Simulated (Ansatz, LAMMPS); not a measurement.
# As in place of Si at several sites of amorphous Si (81 atoms), part 2 of 3

At which site of amorphous Si (81 atoms) does As in place of Si cost least, and what about the site decides it?

Ansatz 0.2.0; Kohn-Sham DFT, PBE, PAW (set soft_2), plane waves.

The cell: 81 Si. The quench rate of 5 K/ps far exceeds what a furnace or splat quench reaches. The network of bonds at the start is that of the classical potential that made the cell. Only the Γ point is sampled, in a cell whose shortest periodic width is 12 Å.

So far. Step 2 (Single point at the start): The r.m.s. force at the start is 0.70 eV/Å. Step 3 (Relaxation): The relaxation converged after 14 steps, 7.41 eV below its start, with a largest force component of 0.018 eV/Å.

## 4. Single point at the relaxed geometry

The electronic structure is read at the final geometry, in a run of its own.

input.yaml reads:

```yaml
crystal:
  lattice:
    - [11.8225, 0.0, 0.0]
    - [0.0, 11.8225, 0.0]
    - [0.0, 0.0, 11.8225]
  atoms:
    - { symbol: Si, position: [0.42691, 0.42774, 0.81216] }
    - { symbol: Si, position: [0.01075, 0.50006, 0.216] }
    - { symbol: Si, position: [0.73997, 0.08727, 0.53947] }
    - { symbol: Si, position: [0.81137, 0.92207, 0.44514] }
    - { symbol: Si, position: [0.10855, 0.17228, 0.71842] }
    - { symbol: Si, position: [0.49599, 0.91306, 0.82273] }
    [... 69 atom lines left out ...]
    - { symbol: Si, position: [0.05975, 0.89031, 0.63818] }
    - { symbol: Si, position: [0.09647, 0.52281, 0.55579] }
    - { symbol: Si, position: [0.14127, 0.75903, 0.75706] }
    - { symbol: Si, position: [0.59432, 0.0919, 0.80687] }
    - { symbol: Si, position: [0.35262, 0.8119, 0.19178] }
    - { symbol: Si, position: [0.70224, 0.55825, 0.78081] }
kpoints:
  mp_grid: { grid: [1, 1, 1] }
hamiltonian:
  xc: pbe
scf:
  occupations: { method: fermi_dirac, width: 0.025 }
output:
  forces: true
  stress: true
  populations: true
  dos:
    method: { smearing: { sigma: 0.1 } }
    de: 0.1
    projected: { site_lists: { Si: [Si] } }
  eigenvalues: true
  write_density: true
  write_potential: true
  volumetric_format: npy
  elf: true
```

Command:

```sh
ansatz run input.yaml --threads 4 --pin off --max-ram 8192MiB --backend cpu --events-out ev --progress --plain --runs-dir out
```

Numbers of over 12 decimals in the logs are rounded to 6 here.

Log:

```text
[...]
Crystal: 81 atoms, lattice volume = 1652.449 Å³
Basis set: ecut = 420 eV, 32423 PW (Γ), exchange–correlation on 160×160×160 points (8 copies of the dense FFT grid, shifted against one another)
Bands: 243, of which v1, the nominal top of the filled ones, is band 162 counted from 1 (161 counted from 0)
Symmetry: 1 space group operations
[...]
k-points: 1
[...]
SCF iter   1: F=—  HF=-51483.045807 eV  |F-HF|=—  |Δ(HF+E_count)|=         —  Δρ=3.29e-3  dr2=4.80e-1  ethr=1.77e-3  ⟨swp⟩=6.0  Hψ=1120  notcnv=0  defer=40
[...]
SCF iter  11: F=-51482.983840 eV  HF=-51482.983840 eV  |F-HF|=8.53e-9  |Δ(HF+E_count)|=   1.48e-7  Δρ=5.66e-7  dr2=3.35e-8  ethr=3.09e-11  ⟨swp⟩=23.0  Hψ=2103  notcnv=0
SCF 1 converged in 11 iterations: F = -51482.983840 eV  dr2 = 3.35e-8
[...]
SCF converged after 11 iterations
Free energy (F): -51482.983840 eV
[...]
Internal energy: -51482.976975 eV  (E = F + TS)
E sigma→0 (E₀):  -51482.980407 eV
Entropy (-TS):   -0.006865 eV (-0.085 meV/atom)
Fermi energy:    6.146126 eV
[...]
--- Forces (eV/Å), atoms counted from 1 ---
  atom   1  Si    -0.01361891     0.01062084    -0.01024444
  atom   2  Si    -0.00386879    -0.00298731    -0.00078740
  atom   3  Si    -0.00292083    -0.00114029     0.00636668
  atom   4  Si    -0.00483675     0.00445457     0.00332387
  atom   5  Si    -0.00354280     0.00385383     0.00079778
  atom   6  Si     0.00030961    -0.00726274    -0.00963163
  atom   7  Si     0.00128647    -0.00375509    -0.00121156
  atom   8  Si     0.00575988     0.00184708    -0.00152982
  atom   9  Si     0.00306259    -0.00097002     0.00610282
  atom  10  Si     0.00626840    -0.00108472     0.00100431
  atom  11  Si     0.00153957     0.00110116    -0.00049058
  atom  12  Si     0.00335204    -0.00023521     0.01140884
  atom  13  Si     0.00450231    -0.00457064    -0.00240505
  atom  14  Si    -0.00069206    -0.00203595     0.00573486
[...]
atom  80  Si     0.00389828     0.00380813     0.00522057
  atom  81  Si    -0.00006238     0.01120959    -0.00677974
  max |Σ_I F_I| component: 5.81e-6 eV/Å
--- Stress (GPa, compression-positive) ---
        0.745052       0.705925      -0.972261
        0.705925      -0.130641      -1.753338
       -0.972261      -1.753338       2.639855
  P = ⅓ Tr σ = 1.0848 GPa (10.848 kbar)
--- Band table (eV) ---
[...]
--- Löwdin populations: 81 sites ---
  site symbol       q [e]
     0     Si      3.9740
     1     Si      3.9220
     2     Si      3.9626
[...]
80     Si      3.9702
  spilling = 0.011122 (of n_electrons = 324.000000)
```

It took 9.8 s on 4 threads of Intel Xeon 6975P-C (Granite Rapids), shared host; peak memory 1.6 GiB.

Numbers from this run:

```yaml
free_energy: -51482.9838 eV
free_energy_per_atom: -635.5924 eV/atom
scf_cycles: 11
pressure: 1.085 GPa
r_m_s_force_component: 0.00569 eV/Å
longest_force: 0.02313 eV/Å
fermi_energy: 6.146 eV
spacing_of_highest_filled_and_lowest_empty_level: 0.2174 eV
spilling_of_the_projection: 0.01112
```

## 5. As on a site of Si, site Si48

The site has 3 bonded neighbours (Si3) at 2.32 Å on average, by cutoffs that count no bonds between two metal atoms or like ions. The change is made in the relaxed cell and the atoms are relaxed again.

input.yaml reads:

```yaml
crystal:
  lattice:
    - [11.8225, 0.0, 0.0]
    - [0.0, 11.8225, 0.0]
    - [0.0, 0.0, 11.8225]
  atoms:
    [... atom lines 1 to 44 left out ...]
    - { symbol: Si, position: [0.46359, 0.24892, 0.72337] }
    - { symbol: Si, position: [0.01101, 0.47397, 0.72653] }
    - { symbol: Si, position: [0.82228, 0.41448, 0.71838] }
    - { symbol: As, position: [0.43974, 0.84473, 0.64965] }
    - { symbol: Si, position: [0.95082, 0.7949, 0.05766] }
    - { symbol: Si, position: [0.39879, 0.11963, 0.04866] }
    - { symbol: Si, position: [0.80732, 0.25494, 0.83761] }
    [... atom lines 52 to 81 left out ...]
kpoints:
  mp_grid: { grid: [1, 1, 1] }
hamiltonian:
  xc: pbe
scf:
  occupations: { method: fermi_dirac, width: 0.025 }
output:
  forces: true
  eigenvalues: true
relax:
  f_tol: 0.05
  max_steps: 90
```

Log:

```text
[...]
Crystal: 81 atoms, lattice volume = 1652.449 Å³
Basis set: ecut = 420 eV, 32423 PW (Γ), exchange–correlation on 160×160×160 points (8 copies of the dense FFT grid, shifted against one another)
Bands: 249, of which v1, the nominal top of the filled ones, is band 168 counted from 1 (167 counted from 0)
Symmetry: 1 space group operations
[...]
k-points: 1
[...]
SCF iter   1: F=—  HF=-55704.084427 eV  |F-HF|=—  |Δ(HF+E_count)|=         —  Δρ=3.13e-3  dr2=4.43e-1  ethr=1.77e-3  ⟨swp⟩=7.0  Hψ=1140  notcnv=0  defer=40
[...]
SCF iter   6: F=—  HF=-55704.030543 eV  |F-HF|=—  |Δ(HF+E_count)|=   3.17e-4  Δρ=3.51e-5  dr2=1.33e-4  ethr=1.17e-7  ⟨swp⟩=2.0  Hψ=281  notcnv=0  defer=71
SCF iter   7: F=-55704.030591 eV  HF=-55704.030590 eV  |F-HF|=1.08e-6  |Δ(HF+E_count)|=   4.73e-5  Δρ=1.45e-5  dr2=1.85e-5  ethr=1.87e-8  ⟨swp⟩=13.0  Hψ=1532  notcnv=0
SCF 1 converged in 7 iterations: F = -55704.030591 eV  dr2 = 1.85e-5
[...]
relax step   1: F+E_penalty+E_count = -55704.03059115 eV  Δ(F+E_penalty+E_count) = +0.000e0 eV  max|allowed force component| = 6.394e-1 eV/Å  Δτ_max = 0.0000 Å  (7 SCF iters, dr2 threshold 6.25e-5 eV, accepted)
[...]
relax step   2: F+E_penalty+E_count = -55704.12737951 eV  Δ(F+E_penalty+E_count) = -9.679e-2 eV  max|allowed force component| = 1.568e-1 eV/Å  Δτ_max = 0.0768 Å  (5 SCF iters, dr2 threshold 2.56e-5 eV, accepted)
[...]
relax step   3: F+E_penalty+E_count = -55704.14431035 eV  Δ(F+E_penalty+E_count) = -1.693e-2 eV  max|allowed force component| = 8.786e-2 eV/Å  Δτ_max = 0.0578 Å  (9 SCF iters, accepted)
[...]
relax step   4: F+E_penalty+E_count = -55704.14765243 eV  Δ(F+E_penalty+E_count) = -3.342e-3 eV  max|allowed force component| = 4.253e-2 eV/Å  Δτ_max = 0.0147 Å  (7 SCF iters, accepted)
SCF converged after 7 iterations
Free energy (F): -55704.147652 eV
[...]
Internal energy: -55704.102407 eV  (E = F + TS)
E sigma→0 (E₀):  -55704.125030 eV
Entropy (-TS):   -0.045245 eV (-0.559 meV/atom)
Fermi energy:    6.169361 eV
[...]
Σ components = -55704.147652   (vs F -55704.147652, Δ=0.00e0)
--- Forces (eV/Å), atoms counted from 1 ---
  atom   1  Si    -0.00185603     0.00045833     0.00522692
  atom   2  Si    -0.00414407     0.00389624     0.00541795
  atom   3  Si    -0.00183399    -0.00104851     0.00113303
  atom   4  Si    -0.00461169    -0.00090298     0.01034292
[...]
atom  81  Si    -0.00358895    -0.00294705    -0.00125084
  max |Σ_I F_I| component: 2.12e-5 eV/Å
--- Band table (eV) ---
[...]
--- Relaxed structure (4 steps of the walk, 4 accepted, 0 SCFs on fresh bases) ---
  F+E_penalty+E_count = -55704.14765243 eV   max|allowed force component| = 4.253e-2 eV/Å
  atoms:
    - { symbol: Si, position: [0.427661, 0.425559, 0.812815] }
    - { symbol: Si, position: [0.010227, 0.501958, 0.217969] }
    - { symbol: Si, position: [0.741734, 0.088127, 0.540527] }
    - { symbol: Si, position: [0.810374, 0.921634, 0.446215] }
[...]
- { symbol: Si, position: [0.700486, 0.559623, 0.779867] }
```

Elapsed: 26 s, on 4 threads; peak memory 1.7 GiB; 95 s of CPU time.

The relaxation converged after 4 steps, 0.117 eV below its start, with a largest force component of 0.043 eV/Å.

The surroundings of the As atom, after relaxation, nearest first, numbered as they follow in the input and with coordinates relative to it.

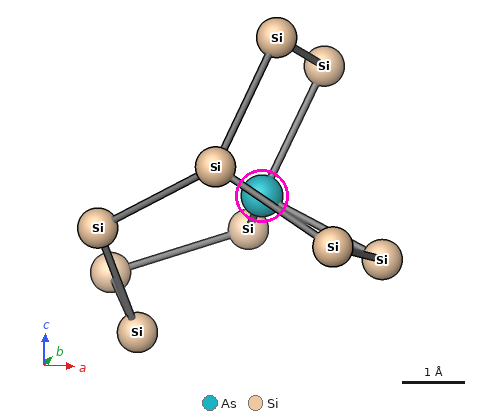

The atoms of the table, within 3.4 Å (arrows a, b, c point along x, y, z); some may hide others; the central atom is ringed.

```tsv
atom	x	y	z	distance (Å)	bonds
As48	0.00	0.00	0.00	0.00	3
Si6	0.80	0.79	2.07	2.35	4
Si43	-0.59	2.08	-0.93	2.35	4
Si44	2.14	-0.63	-0.80	2.37	4
Si74	-1.77	-1.07	-2.20	3.02	4
Si54	-0.25	-2.88	0.93	3.04	4
Si57	0.41	-1.47	2.88	3.26	4
Si17	-2.64	1.05	-1.62	3.27	4
Si12	-2.25	-2.39	-0.30	3.30	4
Si42	1.74	-2.91	-0.25	3.40	4
```

The column of bonds counts only the pairs Si-Si within 2.88 Å, Si-As within 2.77 Å; other neighbours, such as metal atoms beside each other in a compound, aren't counted, and periodic images can show an atom twice.

The largest move is 0.10 Å, by As48.

## 6. As on a site of Si, site Si55

The site has 5 bonded neighbours (Si5) at 2.55 Å on average. 

Input and log are left out; they have the form of those shown for this kind of step.

Elapsed: 41 s, on 4 threads of Intel Xeon 6975P-C (Granite Rapids), shared host; peak memory 1.8 GiB; 2.6 min of CPU time.

The relaxation converged after 7 steps, 0.333 eV below its start, with a largest force component of 0.047 eV/Å.

## 7. As on a site of Si, site Si20

The site has 4 bonded neighbours (Si4) at 2.39 Å on average. 

Input and log are left out; they have the form of those shown for this kind of step.

It took 25 s on 4 threads of Intel Xeon 6975P-C (Granite Rapids), shared host; peak memory 1.7 GiB; 94 s of CPU time.

The relaxation converged after 4 steps, 0.199 eV below its start, with a largest force component of 0.021 eV/Å.

A closer look about the As atom, after relaxation: 10 atoms, nearest first, numbered in the order of the input, with positions taken from that point.

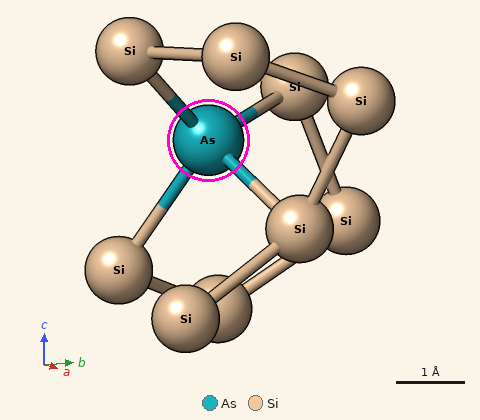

The atoms of the table, within 3.8 Å (arrows a, b, c point along x, y, z); some may hide others; the central atom is ringed.

```tsv
atom	x	y	z	distance (Å)	bonds
As20	0.00	0.00	0.00	0.00	4
Si61	2.04	0.67	-1.12	2.42	4
Si71	-0.90	-1.08	-1.99	2.43	4
Si15	-1.51	1.93	0.55	2.51	4
Si16	1.17	-1.68	1.52	2.55	4
Si2	3.05	1.26	0.86	3.41	4
Si23	-1.95	0.88	-2.76	3.49	4
Si59	2.54	-1.31	-2.32	3.69	4
Si24	-1.91	2.89	-1.53	3.78	4
Si67	3.37	-0.84	1.64	3.84	4
```

The column of bonds counts only the pairs Si-Si within 2.83 Å, Si-As within 2.98 Å; other neighbours, such as metal atoms beside each other in a compound, aren't counted, and periodic images can show an atom twice.

The largest move is 0.13 Å, by Si61.

## 8. As on a site of Si, site Si72

The site has 4 bonded neighbours (Si4) at 2.33 Å on average. 

Input and log are left out; they have the form of those shown for this kind of step.

Wall time 19 s (4 threads of Intel Xeon 6975P-C (Granite Rapids), shared host); peak memory 1.8 GiB.

The relaxation converged after 3 steps, 0.171 eV below its start, with a largest force component of 0.047 eV/Å.

The surroundings of the As atom, after relaxation, nearest first, numbered as they follow in the input and with coordinates relative to it.

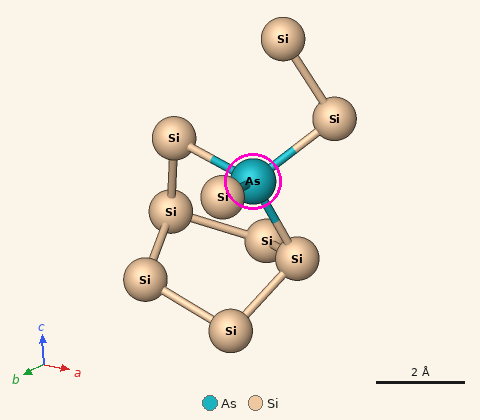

The atoms of the table, within 3.7 Å (arrows a, b, c point along x, y, z); some may hide others; the central atom is ringed.

```tsv
atom	x	y	z	distance (Å)	bonds
As72	0.00	0.00	0.00	0.00	4
Si17	1.30	-1.49	1.28	2.35	4
Si70	1.84	0.83	-1.24	2.37	4
Si65	-1.82	-1.06	-1.13	2.39	4
Si29	-0.80	1.75	1.53	2.45	4
Si76	-0.50	-2.01	2.70	3.40	4
Si30	0.60	1.89	-2.90	3.51	4
Si64	0.39	3.47	0.57	3.54	4
Si67	-0.77	3.15	-1.46	3.56	4
Si35	2.55	2.73	0.02	3.74	4
```

The column of bonds counts only the pairs Si-Si within 2.83 Å, Si-As within 2.88 Å; other neighbours, such as metal atoms beside each other in a compound, aren't counted, and periodic images can show an atom twice.

The largest move is 0.10 Å, by Si17.

## 9. As on a site of Si, site Si28

The site has 4 bonded neighbours (Si4) at 2.42 Å on average. 

input.yaml, the sections that differ from step 5:

```yaml
crystal:
  lattice:
    - [11.8225, 0.0, 0.0]
    - [0.0, 11.8225, 0.0]
    - [0.0, 0.0, 11.8225]
  atoms:
    [... atom lines 1 to 24 left out ...]
    - { symbol: Si, position: [0.58852, 0.45335, 0.49048] }
    - { symbol: Si, position: [0.34441, 0.41459, 0.255] }
    - { symbol: Si, position: [0.79249, 0.7253, 0.8475] }
    - { symbol: As, position: [0.78939, 0.43213, 0.52355] }
    - { symbol: Si, position: [0.03328, 0.20264, 0.53466] }
    - { symbol: Si, position: [0.15216, 0.2181, 0.16539] }
    - { symbol: Si, position: [0.01792, 0.80141, 0.24442] }
    [... atom lines 32 to 81 left out ...]
# kpoints, hamiltonian, scf, output, relax: as in step 5
```

Log:

```text
[...]
Crystal: 81 atoms, lattice volume = 1652.449 Å³
Basis set: ecut = 420 eV, 32423 PW (Γ), exchange–correlation on 160×160×160 points (8 copies of the dense FFT grid, shifted against one another)
Bands: 249, of which v1, the nominal top of the filled ones, is band 168 counted from 1 (167 counted from 0)
Symmetry: 1 space group operations
[...]
k-points: 1
[...]
SCF iter   1: F=—  HF=-55703.212001 eV  |F-HF|=—  |Δ(HF+E_count)|=         —  Δρ=3.45e-3  dr2=6.24e-1  ethr=1.77e-3  ⟨swp⟩=6.0  Hψ=1144  notcnv=0  defer=39
[...]
SCF iter   6: F=—  HF=-55703.124723 eV  |F-HF|=—  |Δ(HF+E_count)|=   2.74e-4  Δρ=5.09e-5  dr2=2.96e-4  ethr=2.26e-7  ⟨swp⟩=2.0  Hψ=256  notcnv=0  defer=70
SCF iter   7: F=-55703.124801 eV  HF=-55703.124786 eV  |F-HF|=1.44e-5  |Δ(HF+E_count)|=   6.27e-5  Δρ=1.85e-5  dr2=2.24e-5  ethr=1.87e-8  ⟨swp⟩=15.0  Hψ=1681  notcnv=0
SCF 1 converged in 7 iterations: F = -55703.124801 eV  dr2 = 2.24e-5
[...]
relax step   1: F+E_penalty+E_count = -55703.12480052 eV  Δ(F+E_penalty+E_count) = +0.000e0 eV  max|allowed force component| = 7.315e-1 eV/Å  Δτ_max = 0.0000 Å  (7 SCF iters, dr2 threshold 6.25e-5 eV, accepted)
[...]
relax step   2: F+E_penalty+E_count = -55703.29789595 eV  Δ(F+E_penalty+E_count) = -1.731e-1 eV  max|allowed force component| = 1.897e-1 eV/Å  Δτ_max = 0.0893 Å  (6 SCF iters, dr2 threshold 3.34e-5 eV, accepted)
[...]
relax step   3: F+E_penalty+E_count = -55703.31983538 eV  Δ(F+E_penalty+E_count) = -2.194e-2 eV  max|allowed force component| = 7.471e-2 eV/Å  Δτ_max = 0.0501 Å  (8 SCF iters, accepted)
relax step   4: F+E_penalty+E_count = -55703.32510651 eV  Δ(F+E_penalty+E_count) = -5.271e-3 eV  max|allowed force component| = 5.194e-2 eV/Å  Δτ_max = 0.0260 Å  (7 SCF iters, accepted)
[...]
relax step   5: F+E_penalty+E_count = -55703.32668762 eV  Δ(F+E_penalty+E_count) = -1.581e-3 eV  max|allowed force component| = 2.538e-2 eV/Å  Δτ_max = 0.0180 Å  (7 SCF iters, accepted)
SCF converged after 7 iterations
Free energy (F): -55703.326688 eV
[...]
Internal energy: -55703.291606 eV  (E = F + TS)
E sigma→0 (E₀):  -55703.309147 eV
Entropy (-TS):   -0.035081 eV (-0.433 meV/atom)
Fermi energy:    6.266709 eV
[...]
Σ components = -55703.326688   (vs F -55703.326688, Δ=0.00e0)
--- Forces (eV/Å), atoms counted from 1 ---
  atom   1  Si    -0.00244683     0.00213310     0.00087615
  atom   2  Si     0.00291371     0.00138136    -0.00378387
  atom   3  Si     0.00074662    -0.00224715     0.00023288
  atom   4  Si     0.00002365    -0.00067153    -0.00361805
[...]
atom  81  Si    -0.00197487    -0.00315347     0.00132145
  max |Σ_I F_I| component: 2.72e-5 eV/Å
--- Band table (eV) ---
[...]
--- Relaxed structure (5 steps of the walk, 5 accepted, 0 SCFs on fresh bases) ---
  F+E_penalty+E_count = -55703.32668762 eV   max|allowed force component| = 2.538e-2 eV/Å
  atoms:
    - { symbol: Si, position: [0.428827, 0.428114, 0.812250] }
    - { symbol: Si, position: [0.010520, 0.500412, 0.217807] }
    - { symbol: Si, position: [0.738068, 0.083978, 0.541723] }
    - { symbol: Si, position: [0.811007, 0.921870, 0.443343] }
[...]
- { symbol: Si, position: [0.703856, 0.558758, 0.779776] }
```

It took 32 s on 4 threads; peak memory 1.8 GiB.

The relaxation converged after 5 steps, 0.202 eV below its start, with a largest force component of 0.025 eV/Å.

[end of part 2 of 3]

[Logs are printed without paths, hosts, clocks, repeated set-up lines and the standing remarks that a program may print on its own settings, such as how far it seeks lower states.]

[Hosts, paths, dates, database ids (printed as entryN), source tags and the programs' standing remarks are cut or masked in the printed files.]
